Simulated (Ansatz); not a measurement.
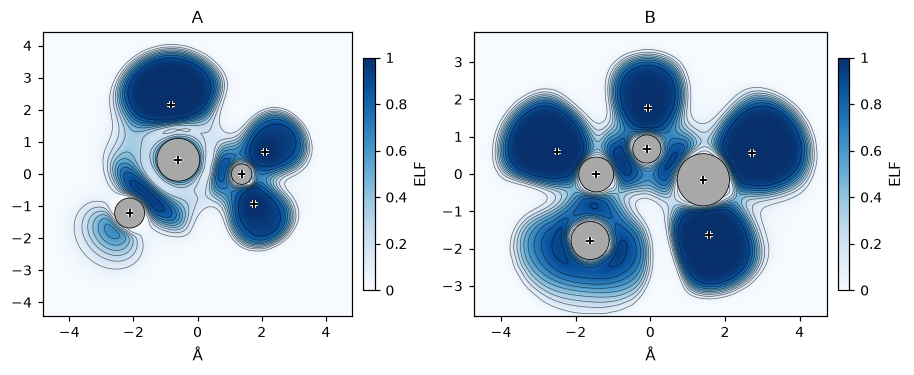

The electron localisation function of 2 systems, each on a plane through atoms (crosses mark nuclei in the plane; grey discs cover the cores).

The calculation used RKS PBE0/def2-SVP (Ansatz 0.2.0).

System 1: BH$_{5}$InN (SMILES [BH2][InH][NH2]), the plane of atoms N3, In2 and H6. Core potentials replace the inner electrons of In.

```xyz
8

B     1.6803    0.3776   -0.8817
In   -0.3396    0.6552    0.0678
N    -1.3310   -0.9508    0.8009
H     2.7019    0.4444   -0.2370
H     1.8043    0.1789   -2.0687
H    -1.2701    2.0971    0.3070
H    -1.0006   -1.9081    0.7775
H    -2.2454   -0.8943    1.2341
```

System 2: CH$_{4}$BClSi, the molecular plane. 

```xyz
8

Si    0.1025    1.4816   -0.2339
C     0.2629   -0.2234   -0.4262
B    -0.2905   -1.2572    0.5391
Cl   -1.1826   -0.7963    2.0061
H     0.6640    2.4514   -1.2120
H    -0.5959    2.1329    0.9002
H     0.8045   -0.5752   -1.3126
H    -0.1600   -2.4456    0.3716
```

Question: Which map belongs to which system?

Answer: Panel A is system 1, BH$_{5}$InN: the plane holds B, In, N and H. In–N (2.02 Å): the ELF peaks at about 0.85 in the valence shell of N, 0.6 Å from its nucleus, and drops to about 0.15 between the two atoms. Panel B is system 2, CH$_{4}$BClSi: the plane holds Si, C, B, Cl and H. C–B (1.52 Å): the ELF peaks at about 0.95 between the atoms; localised, covalent bonding.
